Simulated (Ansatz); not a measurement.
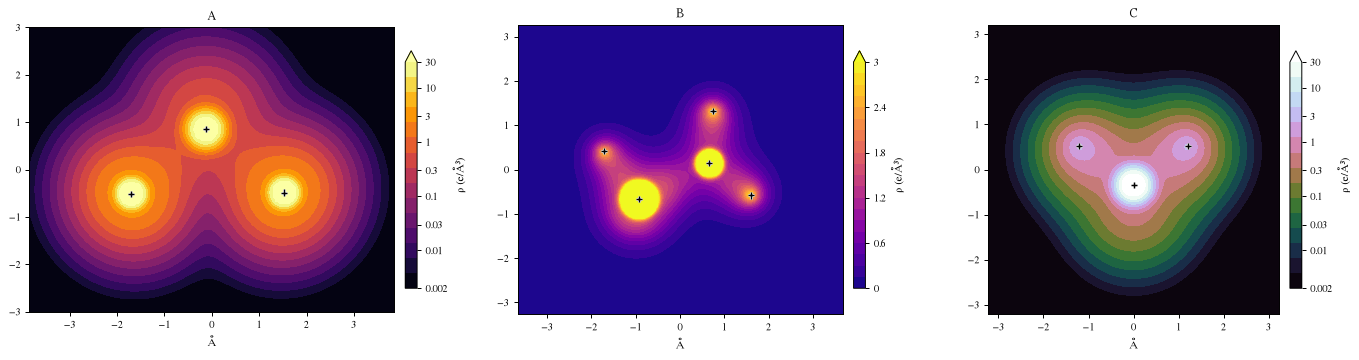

The electron density of 3 systems, each on a plane through atoms (crosses mark nuclei in the plane).

Theory: RKS PBE0-D4/def2-TZVPP (Ansatz).

System 1: BH₃S···HF, the plane of atoms H3, B1 and H4. The product side of a reaction path; geometry: PBE0-D4/def2-TZVP.

```csv
atom,x (Å),y (Å),z (Å)
B,-0.8814,0.0766,0.7255
F,1.0765,-1.3591,-1.8653
H,-1.1009,-0.9675,1.2520
H,-1.7256,0.7572,0.2396
H,1.1065,-0.8302,-1.1010
S,0.8224,0.5837,0.7131
H,0.7025,1.7393,0.0361
```

System 2: Cl₂Si···HF, the plane of atoms Cl4, Si1 and Cl5. The product side of a reaction path; geometry: PBE0-D4/def2-TZVP.

```xyz
5

Si    0.7288    0.0535    1.0324
F     0.6167   -0.0719   -1.4483
H    -0.1550   -0.5922   -1.4151
Cl   -0.2656    1.8810    1.0282
Cl   -0.9247   -1.2705    0.8027
```

System 3: SiH₄, the plane of atoms H2, Si1 and H5. The product side of a reaction path; geometry: PBE0-D4/def2-TZVP.

```xyz
5

Si    0.0000    0.0001    0.0000
H     0.2067    0.2080   -1.4553
H    -0.5227   -1.3694    0.2351
H    -0.9763    0.9962    0.5084
H     1.2923    0.1651    0.7118
```

> Which map belongs to which system?

Panel A is system 2, Cl₂Si···HF: the plane holds Si and Cl. Si–Cl (2.08 Å): ρ is about 0.86 e/Å³ halfway. Panel B is system 1, BH₃S···HF: the plane holds B, H and S. B–S (1.78 Å): ρ at the midpoint is about 1.3 e/Å³. Panel C is system 3, SiH₄: the plane holds Si and H. Si–H (1.48 Å): ρ is about 0.8 e/Å³ halfway.
